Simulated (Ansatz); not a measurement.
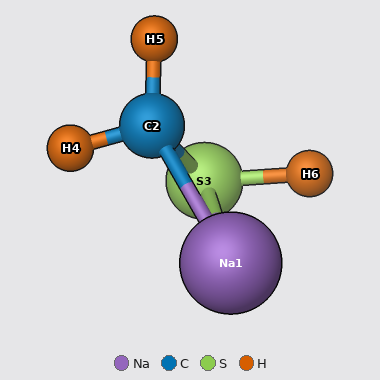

The system is CH3NaS; the picture shows the grid point nearest to the relaxed geometry. Two internal coordinates are moved rigidly from the geometry relaxed at PBE0-D4/def2-TZVP, all others fixed. Coordinates scanned: (1) bond C2–H4; (2) angle H5–C2–S3. The scan uses a 7 × 7 grid. Points are written as (first, second). Energies are in kJ/mol, from the lowest grid point. Computed with RHF-CCSD(T), frozen core/def2-TZVPP in Ansatz.

Its coordinates:

```xyz
6

Na   -1.9715    0.1216    0.4723
C    -0.0018    0.0275   -0.6539
S     0.7883   -0.4955    0.9159
H    -0.0617   -0.8905   -1.1924
H     0.6902    0.6700   -1.2011
H     0.5578    0.5942    1.6746
```

Range: bond C2–H4 from 0.900 to 1.592 Å; angle H5–C2–S3 from 79 to 139°.

What landscape does the calculation give?

The lowest grid point is at (1.066 Å, 109°). It is the only kind of minimum in the scanned range. The highest grid point, (1.592 Å, 79°), lies 231 kJ/mol above the lowest. Round the minimum the two coordinates are nearly uncoupled.

```tsv
angle H5–C2–S3 ↓, bond C2–H4 →	0.900	0.967	1.066	1.181	1.308	1.446	1.592
139	152	95	61	67	100	151	208
129	118	62	28	35	70	121	179
119	97	40	8	14	50	103	161
109	88	32	0	7	44	97	156
99	95	39	7	15	52	105	164
89	118	63	31	39	76	130	188
79	161	105	74	82	119	173	231
```

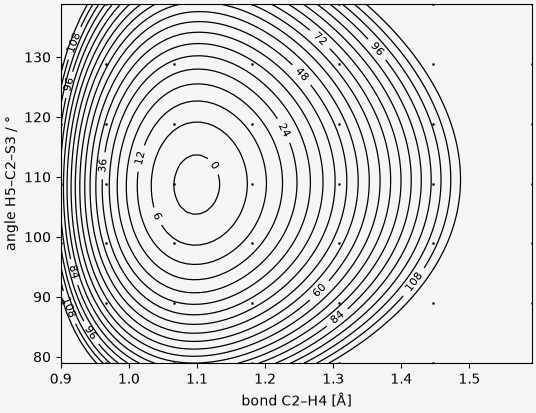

Drawn: contour lines labelled in kJ/mol (none above 114), dots at the grid points. Between grid points the surface is interpolated.
